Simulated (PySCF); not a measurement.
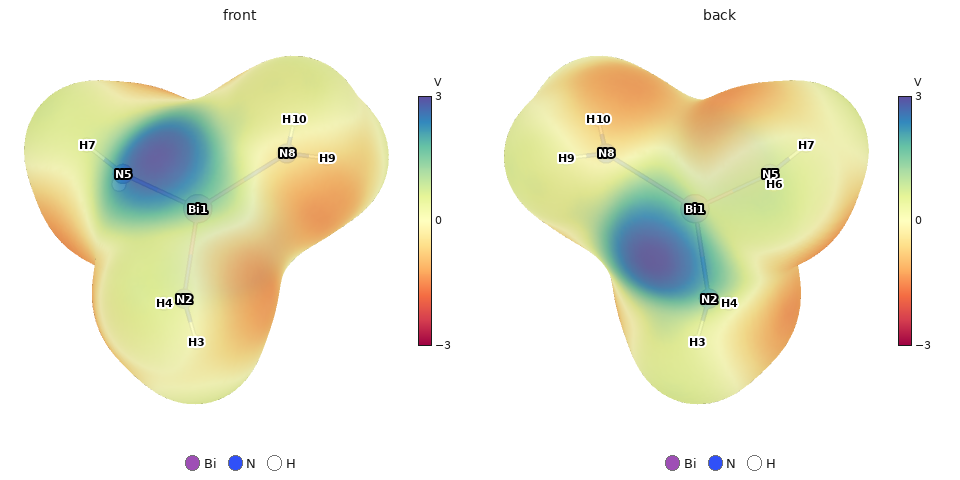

Figure 1: BiH$_{6}$N$_{3}$ (Bi(NH2)3). The molecular electrostatic potential painted on the density surface at 0.001 e/bohr³, seen from the front and from behind; red is negative and blue positive.

Core potentials replace the inner electrons of Bi.

These are results of RKS PBE0, Bi def2-SVP with ECP60, N def2-SVP, H def2-SVP; non-relativistic Hamiltonian with scalar-relativistic core potentials where named; density fitting (PySCF 2.14.0), not measurements.

Input file:

```
mol = gto.M(atom='''
Bi    -0.00000    -0.00000    -0.00000
N      2.25758     0.00002    -0.00000
H      2.86242     0.00003     0.82315
H      2.86242     0.00003    -0.82315
N     -1.12881     1.95511    -0.00000
H     -1.43123     2.47892     0.82315
H     -1.43123     2.47892    -0.82315
N     -1.12877    -1.95513     0.00000
H     -1.43119    -2.47894     0.82315
H     -1.43119    -2.47894    -0.82315''',
    basis={'Bi': 'def2-SVP', 'N': 'def2-SVP', 'H': 'def2-SVP'},
    ecp={'Bi': 'def2-SVP'},
    charge=0, spin=0)
mf = dft.RKS(mol, xc='PBE0')
mf.grids.atom_grid = (75, 302)  # f atoms: at least (60, 302), unpruned
mf = mf.density_fit()  # Bi def2-universal-JKFIT, N def2-universal-JKFIT, H def2-universal-JKFIT
mf.conv_tol = 1e-09; mf.max_cycle = 55
mf.kernel(dm0)
```

Run with:

```sh
OMP_NUM_THREADS=2 python run.py
```

### Where is the surface potential most negative and most positive?

The most negative region (about −1.4 V) lies over N2, N5 and N8, the most positive (about +2.9 V) over Bi1.
